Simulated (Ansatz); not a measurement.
# SiH4O3: geometry optimisation

Aim: relax SiH4O3 at this level.

Computed with Ansatz 0.2.0. Level: RKS BHLYP-D4/def2-SVPD.

1 further run of the same task is left out (set aside as unsound or not needed).

**1. Starting geometry**

SMILES `O[SiH](O)O`, 8 atoms, charge 0, spin multiplicity 1.

Atoms are counted from 1 here; the program's logs count them from 0.

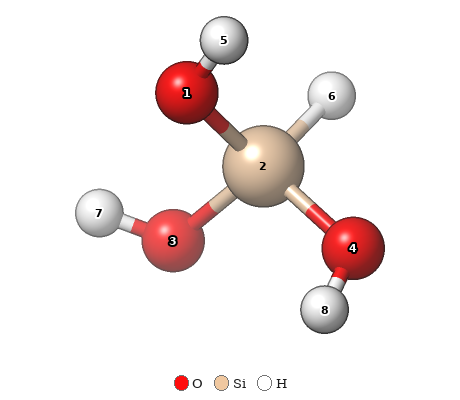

Start geometry, drawn with oxygen red, silicon light orange, hydrogen white; atoms are numbered from 1 in the order of the file.

Coordinates:

| atom | x (Å) | y (Å) | z (Å) |
| --- | --- | --- | --- |
| O1 | 0.4573 | 1.2769 | -0.5956 |
| Si2 | -0.1611 | 0.0044 | 0.3193 |
| O3 | 1.1701 | -0.9666 | 0.6184 |
| O4 | -1.3477 | -0.8932 | -0.4439 |
| H5 | -0.1553 | 1.9903 | -0.8372 |
| H6 | -0.8288 | 0.4941 | 1.5570 |
| H7 | 2.0336 | -0.5301 | 0.5312 |
| H8 | -1.0760 | -1.4328 | -1.2051 |

**2. Relaxation**

input.yaml

```yaml
crystal:
  periodic: [false, false, false]
  atoms:
    - { symbol: O, position_ang: [0.457307, 1.276886, -0.595581] }
    - { symbol: Si, position_ang: [-0.16114, 0.004374, 0.319255] }
    - { symbol: O, position_ang: [1.170112, -0.966551, 0.618368] }
    - { symbol: O, position_ang: [-1.347729, -0.893175, -0.443898] }
    - { symbol: H, position_ang: [-0.155258, 1.990269, -0.837208] }
    - { symbol: H, position_ang: [-0.828801, 0.494102, 1.557031] }
    - { symbol: H, position_ang: [2.033576, -0.530138, 0.531192] }
    - { symbol: H, position_ang: [-1.075965, -1.432767, -1.205059] }
basis:
  gaussian: { orbitals: def2-SVPD }
hamiltonian:
  xc: { name: BHLYP }
  dispersion: d4
output:
  forces: true
relax:
  f_tol: 0.003
  max_steps: 120
```

Command:

```sh
> ansatz run input.yaml --threads 1 --pin off --max-ram 2560MiB --backend cpu --events-out ev --progress --plain --runs-dir out
```

What does the calculation give? Wanted: energy gained; root mean square move; dipole moment.

The runs gave:

| quantity | value |
| --- | --- |
| energy gained | 0.0856 eV |
| root mean square move | 0.032 Å |
| dipole moment | 1.58 D |

**Reading.** Bond lengths: O1–Si2 1.653 Å, O1–H5 0.951 Å, Si2–O3 1.645 Å, Si2–O4 1.642 Å, Si2–H6 1.466 Å, O3–H7 0.952 Å, O4–H8 0.952 Å. Angles: Si2–O1–H5 120.7°, O1–Si2–O3 104.6°, O1–Si2–O4 113.9°, O1–Si2–H6 110.9°, O3–Si2–O4 109.2°, O3–Si2–H6 113.4°, O4–Si2–H6 105.0°, Si2–O3–H7 118.8°, Si2–O4–H8 120.2°. No frequencies were computed here.
